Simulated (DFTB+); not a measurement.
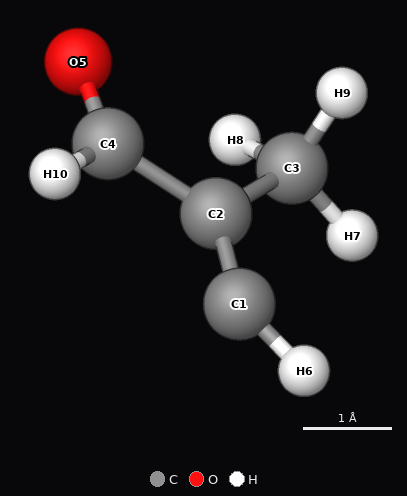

Figure 1. The input geometry (ball-and-stick view, seen at a tilt; atoms are numbered from 1 in the order of the input). Bond lengths as drawn: C–C 1.30 to 1.52 Å, C–H 1.06 to 1.10 Å and C–O 1.20 Å.

Energy and gradient calculation, with input and output: C$_{4}$H$_{5}$O (charge +1)

C$_{4}$H$_{5}$O, charge +1, computed with DFTB2, U-SCC, dispersion D4 (DFTB+ 25.1).

The geometry is that of the parent species in another charge or spin state. The geometry comes from this level: GFN2-xTB.

## Input (dftb_in.hsd)
```
# DFTB2 energy and gradient
Geometry {
  TypeNames {
    "C" "O" "H"
  }
  TypesAndCoordinates [Angstrom] {
    1 -0.109830 1.525480 0.671920
    1 -0.049650 0.394160 0.033610
    1 0.212630 -0.963030 0.663320
    1 -0.236750 0.343270 -1.436610
    2 -0.244700 -0.666240 -2.088780
    3 -0.040440 1.910950 1.660740
    3 0.010240 -0.945770 1.729970
    3 -0.416680 -1.699930 0.169830
    3 1.254350 -1.232650 0.497900
    3 -0.379170 1.333750 -1.901900
  }
}
Hamiltonian = DFTB {
  SCC = Yes
  SlaterKosterFiles = Type2FileNames {
    Prefix = "slakos/"
    Separator = ""
    Suffix = ".spl"
    LowerCaseTypeName = Yes
  }
  MaxAngularMomentum {
    C = "p"
    O = "p"
    H = "s"
  }
  Charge = 1
  SCCTolerance = 1e-08
  MaxSCCIterations = 300
  Filling = Fermi {
    Temperature [K] = 300
  }
  SpinPolarisation = Colinear {
    UnpairedElectrons = 0
  }
  SpinConstants {
    ShellResolvedSpin = No
    C = -0.023
    O = -0.028
    H = -0.072
  }
  Dispersion = DftD4 {
    s6 = 1.0
    s8 = 1.2916225
    s9 = 0.0
    a1 = 0.5965326
    a2 = 4.8778602
  }
}
Analysis {
  PrintForces = Yes
}
Options {
  WriteResultsTag = Yes
}
ParserOptions {
  ParserVersion = 14
}
```

Run on 1 thread of Intel Xeon (Sapphire Rapids), 16 GiB of memory available, shared host.

Command:
```bash
dftb+ > output.log
```

## Log
```
|  DFTB+ development version (commit: a23bfb2)

Reading input file 'dftb_in.hsd'
Parser version: 14

--------------------------------------------------------------------------------
Reading SK-files:
./slakos/cc.spl
./slakos/co.spl
./slakos/ch.spl
./slakos/oo.spl
./slakos/oh.spl
./slakos/hh.spl
Done.

Processed input in HSD format written to 'dftb_pin.hsd'

Starting initialization...
--------------------------------------------------------------------------------
WARNING!
-> Dipole printed for a charged system : origin dependent quantity
OpenMP threads:              1
Chosen random seed:          262189115
Current stacksize:           unlimited
Mode:                        Static calculation
Self consistent charges:     Yes
SCC-tolerance:                 0.100000E-07
Max. scc iterations:                    300
Shell resolved Hubbard:      No
Spin polarisation:           Yes
Nr. of up electrons:            13.000000
Nr. of down electrons:          13.000000
Periodic boundaries:         No
Electronic solver:           Relatively robust
Mixer:                       Broyden mixer
Mixing parameter:                  0.200000
Nr. of chrg. vec. in memory:            300
Max. SCC-cycles:                        300
Electronic temperature:              0.950045E-03 H      0.258520E-01 eV
Initial charges:             Set automatically (system chrg:   0.100E+01)
Included shells:             C:  s, p
                             O:  s, p
                             H:  s
Using DFT-D4 dispersion corrections
Spin coupling constants:     C   1(s)-1(s):  -0.230000E-01
                             C   1(s)-2(p):  -0.230000E-01
                             C   2(p)-1(s):  -0.230000E-01
                             C   2(p)-2(p):  -0.230000E-01
                             O   1(s)-1(s):  -0.280000E-01
                             O   1(s)-2(p):  -0.280000E-01
                             O   2(p)-1(s):  -0.280000E-01
                             O   2(p)-2(p):  -0.280000E-01
                             H   1(s)-1(s):  -0.720000E-01
Extra options:
                             Mulliken analysis
                             Force calculation
Force type                   original

--------------------------------------------------------------------------------

***  Geometry step: 0

 iSCC Total electronic   Diff electronic      SCC error
    1   -0.11853924E+02    0.00000000E+00    0.53829984E+00
    2   -0.10148705E+02   -0.11853924E+02    0.14554895E+01
    3   -0.11976036E+02    0.17052186E+01    0.15227000E+00
    4   -0.11984081E+02   -0.18273312E+01    0.81646495E-01
    5   -0.11986824E+02   -0.80445663E-02    0.19550284E-01
    6   -0.11986872E+02   -0.27437526E-02    0.51335939E-02
    7   -0.11986870E+02   -0.48060700E-04    0.75903299E-02
    8   -0.11986881E+02    0.23830004E-05    0.62020243E-02
    9   -0.11986901E+02   -0.10991864E-04    0.72614292E-03
   10   -0.11986902E+02   -0.20370248E-04    0.11702712E-03
   11   -0.11986902E+02   -0.16436177E-06    0.11298966E-03
   12   -0.11986902E+02   -0.12858262E-07    0.50461454E-05
   13   -0.11986902E+02   -0.10106728E-07    0.11926611E-04
   14   -0.11986902E+02    0.72544637E-10    0.12407481E-05
   15   -0.11986902E+02   -0.79731777E-10    0.37916839E-06
   16   -0.11986902E+02   -0.82245322E-12    0.27815625E-08

Total Energy:                      -11.6322460690 H         -316.5295 eV
Extrapolated to 0K:                -11.6322460690 H         -316.5295 eV
Total Mermin free energy:          -11.6322460690 H         -316.5295 eV
Force related energy:              -11.6322460690 H         -316.5295 eV

--------------------------------------------------------------------------------
--------------------------------------------------------------------------------
SCC                                    +       0.01 ( 84.2%)       0.02 ( 88.9%)
--------------------------------------------------------------------------------
Missing                                +       0.00 ( 15.8%)       0.00 ( 11.1%)
Total                                  =       0.01 (100.0%)       0.03 (100.0%)
--------------------------------------------------------------------------------
```

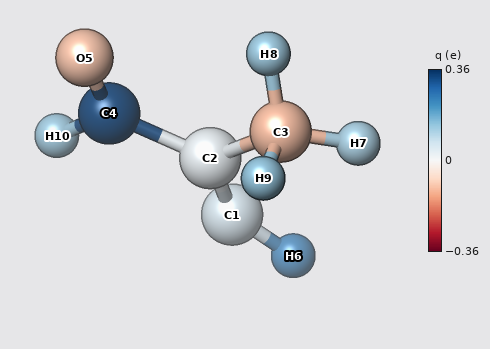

Figure 2. Mulliken charges, as the colour of each atom (ball-and-stick view, seen at a tilt; atoms are numbered from 1 in the order of the input). By element: C −0.11 to +0.34, O −0.10 and H +0.12 to +0.25 e.

## Results in brief

| quantity | value |
| --- | --- |
| outcome | converged |
| total energy | −11.632246 hartree |
| dispersion energy | −0.002474 hartree |
| basis functions | 25 |
| largest force | 4.039 eV/Å |
| HOMO | −13.26 eV |
| LUMO | −11.99 eV |
| peak memory | 0.068 GiB |
